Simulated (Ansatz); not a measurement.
**How methods differ on MoCl2O2 (molybdenum dichloride dioxide)**

MoCl2O2 has 5 atoms, charge 0, and is taken as a singlet. SMILES: `O=[Mo](=O)(Cl)Cl`. Geometry: optimised at r2SCAN/def2-SVP.

```
atom    x (Å)    y (Å)    z (Å)
   O   0.1630  -0.1967   1.7206
  Mo   0.0659  -0.0597   0.0538
   O   1.2348  -1.0819  -0.5749
  Cl  -1.9787  -0.7328  -0.6413
  Cl   0.5150   2.0711  -0.5582
```

Each level gives the dissociation energy of the Cl5–Mo2 bond into doublet Cl and doublet MoClO2 (shapes relaxed at r2SCAN/def2-SVP, no zero-point term) (eV). The values are calculated.

```csv
level,kind,program,value (eV)
HF/def2-SVP (core potential),Hartree–Fock,Ansatz,1.99
SVWN5/def2-SVP (core potential),LDA,Ansatz,5.31
BLYP/def2-SVP (core potential),GGA,Ansatz,4.33
r2SCAN/def2-SVP (core potential),meta-GGA,Ansatz,4.50
PBE0-D4/def2-SVP (core potential),global hybrid,Ansatz,4.32
CAM-B3LYP/def2-SVP (core potential),range-separated hybrid,Ansatz,4.07
B2PLYP/def2-SVP (core potential),double hybrid,Ansatz,4.29
RPA@PBE/def2-SVP (core potential),RPA,Ansatz,3.70
MP2/def2-SVP (core potential),perturbation theory,Ansatz,7.40
```

Spin-orbit coupling, which can split open shells on such heavy atoms by tenths of an eV, is left out. The values span 1.99 to 7.40 eV. Spin contamination of the reference (⟨S²⟩ at least 0.1 too high) touches HF/def2-SVP, MP2/def2-SVP. Hartree–Fock misses the correlation of the electron pair that is broken and comes out low. Measured bond enthalpies also hold zero-point and thermal terms, a few tenths of an eV less.

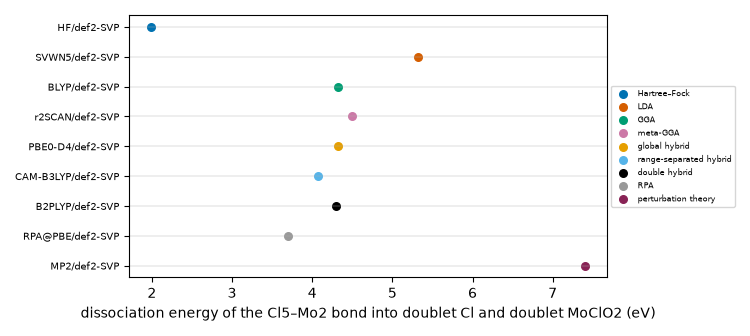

The values of the table, level by level.
